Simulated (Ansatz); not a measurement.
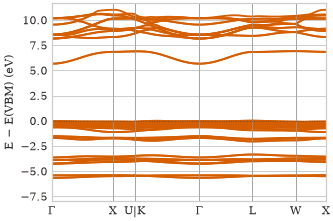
Band structure from DFT-PBEsol with spin–orbit coupling in the program Ansatz with PAW potentials

### Question
Read off the gap and where the band edges lie.

### Answer
About 5.7 eV (5.66 eV by a search for the band edges); maximum at L, minimum at Γ.

The material is Cs2KInF6 in space group Fm-3m (No. 225; K on 4b, Cs on 8c, In on 4a, F on 24e).

The workflow started from a Materials Project entry (that database holds measured and hypothetical structures alike); the Crystallography Open Database copy checked does not list it. Its standing as an ambient phase is unchecked. The PBEsol relaxation kept the symmetry of its start; its stability against distortions is not shown here.

Potentials: the later of the program's two PAW sets.
